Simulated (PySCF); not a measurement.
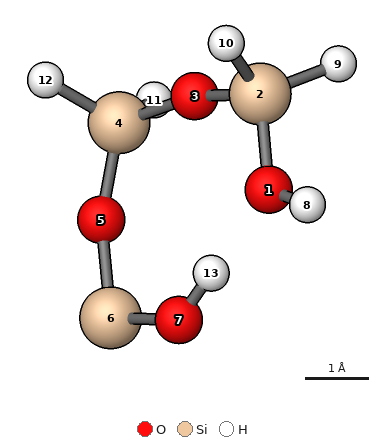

Fig. 1: The input geometry (ball-and-stick view, seen at a tilt; atoms are numbered from 1 in the order of the input). Bond lengths as drawn: H–O 0.98 Å, H–Si 1.44 to 1.49 Å and O–Si 1.59 to 1.65 Å.

# Si$_{3}$H$_{6}$O$_{4}$: geometry relaxation

- system: Si$_{3}$H$_{6}$O$_{4}$, SMILES O[Si]O[SiH2]O[SiH2]O
- method: PBE0-D3(BJ)/def2-SVP geometry optimisation, gas phase (PySCF 2.14.0)

The program's output:
```
step   0  E = -1172.01899954  max force = 0.039924
step   1  E = -1172.02974267  max force = 0.011963
step   2  E = -1172.03022567  max force = 0.002630
step   3  E = -1172.02957527  max force = 0.007964
step   4  E = -1172.03019839  max force = 0.003215
step   5  E = -1172.03036480  max force = 0.002082
step   6  E = -1172.03046075  max force = 0.001578
step   7  E = -1172.03042514  max force = 0.002184
step   8  E = -1172.03054885  max force = 0.001297
step   9  E = -1172.03061481  max force = 0.001332
step  10  E = -1172.03066439  max force = 0.001311
step  11  E = -1172.03070400  max force = 0.000995
step  12  E = -1172.03072213  max force = 0.000698
step  13  E = -1172.03072849  max force = 0.000559
step  14  E = -1172.03072949  max force = 0.000374
optimisation converged
```

Trajectory as extended XYZ (Å, eV, eV/Å), 8 of the 15 frames kept, from step=0 to step=14:
```
13
Properties=species:S:1:pos:R:3:forces:R:3 step=0 energy=-31892.26142
O    -0.1981    1.8686    0.1837    0.3530   2.0530  -1.1691
Si   -0.7257    0.8814    1.3672   -0.1970  -0.0569   1.0523
O    -0.4436   -0.6015    0.8500    0.2784  -0.7118  -0.2751
Si    0.1583   -1.9053    0.0530   -1.7401  -0.5734   1.0480
O     0.7664   -1.5646   -1.3766    0.5176   0.1772  -0.8753
Si    1.2624   -0.6012   -2.6202    0.8966  -1.0412  -1.7177
O     0.9463    0.9029   -2.1795   -0.5338   1.5445   0.6969
H    -0.2905    2.8442    0.2558    0.1193  -1.0625  -0.0970
H    -2.1654    1.0110    1.5534   -0.5949   0.2530   0.2478
H     0.0733    1.1246    2.5775    0.0276   0.1693   0.4465
H    -1.0691   -2.7177   -0.1858    0.2393  -0.3309   0.1498
H     1.1956   -2.4597    0.8888    0.5462  -0.5339   0.5035
H     0.5003    1.1999   -1.3600    0.0877   0.1139  -0.0105
13
Properties=species:S:1:pos:R:3:forces:R:3 step=2 energy=-31892.56690
O    -0.1318    1.8608    0.1413   -0.0296   0.1221   0.0311
Si   -0.6892    0.9038    1.4016    0.0174   0.0239  -0.0283
O    -0.4036   -0.6201    0.9121   -0.0805  -0.1298   0.1353
Si    0.1579   -1.9550    0.1085    0.0218   0.0314   0.0172
O     0.7895   -1.5075   -1.3387    0.0525   0.0461  -0.1051
Si    1.3167   -0.5637   -2.6408   -0.0490  -0.0116   0.1022
O     0.9651    0.9832   -2.2003    0.0407  -0.0627  -0.1291
H    -0.2052    2.8191    0.1998   -0.0066  -0.0354   0.0213
H    -2.1465    1.1256    1.6126    0.0029  -0.0032  -0.0283
H     0.0584    1.2063    2.6540    0.0233   0.0128  -0.0223
H    -0.9868   -2.8816   -0.0901   -0.0194   0.0299  -0.0425
H     1.2048   -2.5947    0.9503    0.0249   0.0368  -0.0237
H     0.5475    1.2808   -1.3671    0.0015  -0.0603   0.0723
13
Properties=species:S:1:pos:R:3:forces:R:3 step=4 energy=-31892.56616
O    -0.1516    1.8839    0.1695    0.0280   0.1393  -0.0776
Si   -0.6973    0.9056    1.4172    0.0231   0.0915  -0.0551
O    -0.4066   -0.6150    0.9185   -0.0250  -0.1164   0.0540
Si    0.1590   -1.9437    0.1076   -0.0332  -0.0239   0.0665
O     0.7892   -1.5139   -1.3455    0.0424   0.0961  -0.0709
Si    1.3210   -0.5989   -2.6620    0.0014  -0.1321   0.0108
O     0.9937    0.9580   -2.2476   -0.0874   0.1459   0.1456
H    -0.2343    2.8425    0.2440    0.0040  -0.1653   0.0083
H    -2.1556    1.1144    1.6303   -0.0115  -0.0063  -0.0072
H     0.0537    1.2011    2.6685    0.0172   0.0047   0.0026
H    -0.9901   -2.8651   -0.0909   -0.0048   0.0132  -0.0329
H     1.2101   -2.5803    0.9463    0.0205   0.0296  -0.0209
H     0.5857    1.2686   -1.4129    0.0252  -0.0763  -0.0231
13
Properties=species:S:1:pos:R:3:forces:R:3 step=6 energy=-31892.57329
O    -0.1489    1.8630    0.1411    0.0059   0.0529   0.0060
Si   -0.6941    0.9043    1.4042    0.0063   0.0095  -0.0159
O    -0.4130   -0.6266    0.9283   -0.0350  -0.0476   0.0812
Si    0.1591   -1.9472    0.1094   -0.0127  -0.0260  -0.0079
O     0.7813   -1.5050   -1.3440    0.0156   0.0291   0.0107
Si    1.3003   -0.5750   -2.6515    0.0106  -0.0357  -0.0454
O     0.9802    0.9744   -2.2030    0.0164   0.0422   0.0098
H    -0.2284    2.8203    0.2054   -0.0010  -0.0265  -0.0003
H    -2.1515    1.1201    1.6166   -0.0014   0.0047  -0.0030
H     0.0659    1.2155    2.6465    0.0058   0.0069  -0.0018
H    -0.9865   -2.8715   -0.0964    0.0058   0.0029  -0.0083
H     1.2223   -2.5753    0.9380    0.0086   0.0086  -0.0049
H     0.5900    1.2602   -1.3513   -0.0249  -0.0210  -0.0202
13
Properties=species:S:1:pos:R:3:forces:R:3 step=8 energy=-31892.57569
O    -0.1363    1.8512    0.1442   -0.0123  -0.0397  -0.0094
Si   -0.6945    0.9019    1.4091    0.0132  -0.0058  -0.0084
O    -0.4235   -0.6385    0.9523   -0.0271  -0.0036   0.0361
Si    0.1611   -1.9437    0.1157    0.0288  -0.0135  -0.0581
O     0.7920   -1.4902   -1.3324   -0.0254   0.0359   0.0667
Si    1.3194   -0.5717   -2.6435    0.0192  -0.0200  -0.0442
O     0.9635    0.9775   -2.2188   -0.0099   0.0145  -0.0290
H    -0.2119    2.8077    0.2068   -0.0005   0.0436   0.0013
H    -2.1520    1.1290    1.6094    0.0019   0.0012   0.0053
H     0.0634    1.2204    2.6511   -0.0063   0.0007  -0.0007
H    -0.9786   -2.8693   -0.1131    0.0046  -0.0055   0.0133
H     1.2292   -2.5686    0.9393   -0.0059  -0.0124   0.0097
H     0.5451    1.2512   -1.3771    0.0196   0.0045   0.0174
13
Properties=species:S:1:pos:R:3:forces:R:3 step=10 energy=-31892.57884
O    -0.1572    1.8231    0.1273    0.0114   0.0145  -0.0125
Si   -0.7028    0.8955    1.4146    0.0034  -0.0028  -0.0046
O    -0.4452   -0.6588    0.9934    0.0021   0.0201  -0.0165
Si    0.1636   -1.9374    0.1300    0.0258  -0.0180  -0.0538
O     0.7780   -1.4549   -1.3160   -0.0215   0.0514   0.0674
Si    1.3033   -0.5736   -2.6541   -0.0055  -0.0246  -0.0088
O     0.9804    0.9887   -2.2464    0.0155   0.0114   0.0122
H    -0.2299    2.7817    0.1822   -0.0014  -0.0275   0.0019
H    -2.1568    1.1326    1.6264   -0.0006  -0.0003   0.0040
H     0.0685    1.2364    2.6421    0.0008   0.0023   0.0035
H    -0.9596   -2.8811   -0.1041    0.0033  -0.0092   0.0097
H     1.2484   -2.5532    0.9392   -0.0056  -0.0072   0.0052
H     0.5862    1.2582   -1.3914   -0.0276  -0.0102  -0.0079
13
Properties=species:S:1:pos:R:3:forces:R:3 step=12 energy=-31892.58041
O    -0.1655    1.7954    0.1063    0.0027   0.0129  -0.0071
Si   -0.7055    0.8929    1.4146   -0.0036  -0.0013   0.0139
O    -0.4631   -0.6736    1.0283    0.0056   0.0158  -0.0359
Si    0.1706   -1.9320    0.1504   -0.0022  -0.0215   0.0208
O     0.7732   -1.4133   -1.2847    0.0045   0.0229  -0.0016
Si    1.3048   -0.5773   -2.6490   -0.0071  -0.0180   0.0125
O     0.9757    0.9937   -2.2785   -0.0013   0.0050   0.0087
H    -0.2320    2.7548    0.1554    0.0016  -0.0207  -0.0019
H    -2.1562    1.1441    1.6335   -0.0009  -0.0027   0.0003
H     0.0758    1.2554    2.6299    0.0046   0.0035  -0.0017
H    -0.9332   -2.8968   -0.0910    0.0002   0.0021  -0.0021
H     1.2643   -2.5395    0.9544    0.0020   0.0033  -0.0019
H     0.5680    1.2533   -1.4264   -0.0062  -0.0014  -0.0040
13
Properties=species:S:1:pos:R:3:forces:R:3 step=14 energy=-31892.58061
O    -0.1684    1.7965    0.0946   -0.0082  -0.0049   0.0015
Si   -0.7041    0.9004    1.4092    0.0064   0.0028   0.0015
O    -0.4637   -0.6665    1.0252   -0.0121  -0.0062  -0.0015
Si    0.1725   -1.9330    0.1618   -0.0034   0.0059   0.0192
O     0.7756   -1.4164   -1.2729    0.0120  -0.0112  -0.0153
Si    1.3082   -0.5904   -2.6415    0.0001  -0.0010  -0.0012
O     0.9680    0.9814   -2.2844   -0.0056   0.0034  -0.0016
H    -0.2310    2.7559    0.1411    0.0024   0.0060  -0.0034
H    -2.1539    1.1522    1.6329    0.0006  -0.0013   0.0023
H     0.0837    1.2676    2.6190    0.0001   0.0028  -0.0015
H    -0.9290   -2.9012   -0.0761    0.0007   0.0014   0.0000
H     1.2663   -2.5328    0.9711    0.0006   0.0001   0.0019
H     0.5526    1.2435   -1.4368    0.0065   0.0022  -0.0021
```

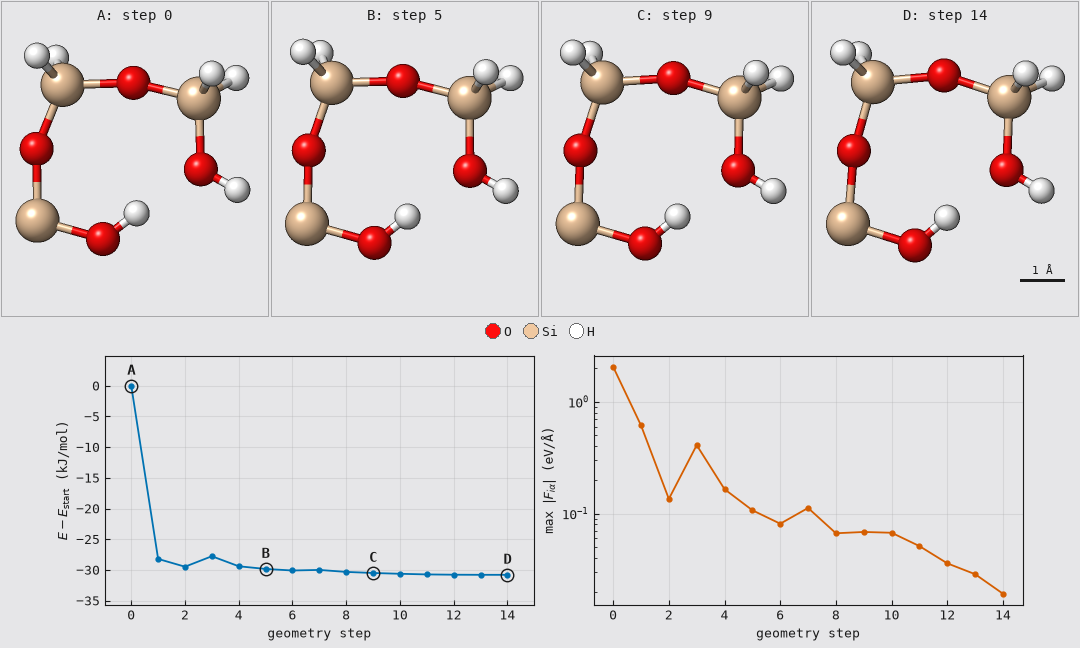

Fig. 2: Frames of the relaxation (ball-and-stick view, seen at a tilt) above the curves, on which the letters mark them (steps are counted from 0).

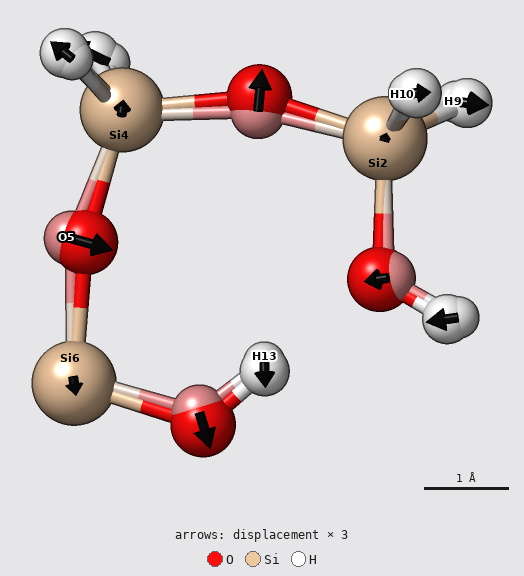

Fig. 3: Start (faint) and end (solid) with the displacements as black arrows, magnified 3 times (ball-and-stick view, seen at a tilt). The two geometries are laid on each other by the best rigid fit. Over 14 geometry steps the energy falls by 30.8 kJ/mol. The largest force component goes from 2.1 to 0.019 eV/Å. The largest move after the best rigid fit is that of H11, 0.19 Å. Largest moves by element: H 0.19 Å, O 0.18 Å, Si 0.08 Å. Among the contacts that change: O1–Si2 1.629 → 1.679 Å, Si4–O5 1.591 → 1.640 Å, Si6–O7 1.599 → 1.647 Å, Si4–H12 1.443 → 1.487 Å. Among the angles that change: Si4–O5–Si6 156.6° → 168.9°, Si2–O3–Si4 163.7° → 155.8°, H11–Si4–H12 118.4° → 111.7°. (Atoms are counted from 1 in the order of the input.)

The run was set up as follows.

The input:
```
{"job": {"xc": "PBE0", "basis": "def2-SVP", "d3": "d3bj", "grid": 2, "kind": "geom", "shake": 0.01}, "charge": 0, "multiplicity": 1}
O     -0.198067     1.868634     0.183654
Si    -0.725691     0.881454     1.367198
O     -0.443638    -0.601476     0.850003
Si     0.158247    -1.905303     0.053036
O      0.766364    -1.564614    -1.376594
Si     1.262409    -0.601191    -2.620183
O      0.946286     0.902880    -2.179446
H     -0.290513     2.844199     0.255833
H     -2.165359     1.010952     1.553372
H      0.073301     1.124594     2.577493
H     -1.069064    -2.717674    -0.185814
H      1.195609    -2.459734     0.888808
H      0.500324     1.199907    -1.359956
```

The first line tells a small driver script what to run in PySCF; the rest is the geometry in Å.

Run as:
```bash
OMP_NUM_THREADS=1 python <driver script> task.json out
```

Summary:

| quantity | value |
| --- | --- |
| outcome | converged |
| total energy | −1172.030729 hartree |
| dipole moment | 3.64 D |
| point group | C1 |
| hardware | 1 CPU thread, shared host |
| wall time | 3.3 min |
| peak memory | 0.75 GiB |
